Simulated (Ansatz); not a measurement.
## TaF5 (SMILES F[Ta](F)(F)(F)F): methods side by side

TaF5 has 6 atoms, charge 0, and is taken as a singlet. As SMILES, `F[Ta](F)(F)(F)F`. The shape was relaxed beforehand at B3LYP/def2-SVP.

Each level gives the adiabatic electron affinity (to the doublet anion, shapes relaxed at B3LYP/def2-SVP, no zero-point term) (eV). The values are calculated.

The electron affinity is E(neutral) − E(anion): positive where the electron is bound.

```csv
level,kind,program,value (eV),less CCSD(T)/def2-SVP
HF/def2-SVP (core potential),Hartree–Fock,Ansatz,1.36,+0.87
PBE/def2-SVP (core potential),GGA,Ansatz,0.30,-0.19
r2SCAN/def2-SVP (core potential),meta-GGA,Ansatz,0.51,+0.02
PBE0-D4/def2-SVP (core potential),global hybrid,Ansatz,0.77,+0.28
wB97M-V/def2-SVP (core potential),range-separated hybrid,Ansatz,0.82,+0.33
MP2/def2-SVP (core potential),perturbation theory,Ansatz,0.25,-0.24
CCSD(T)/def2-SVP (core potential),coupled cluster or CI,Ansatz,0.49,0.00
```

Differences are taken from CCSD(T)/def2-SVP (core potential) for orientation; it has basis-set and higher-order errors of its own. Spin-orbit coupling, which can split open shells on such heavy atoms by tenths of an eV, is left out. The values span 0.25 to 1.36 eV.

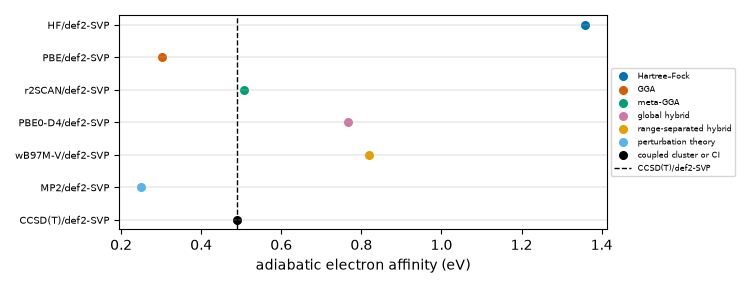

The values of the table, level by level.
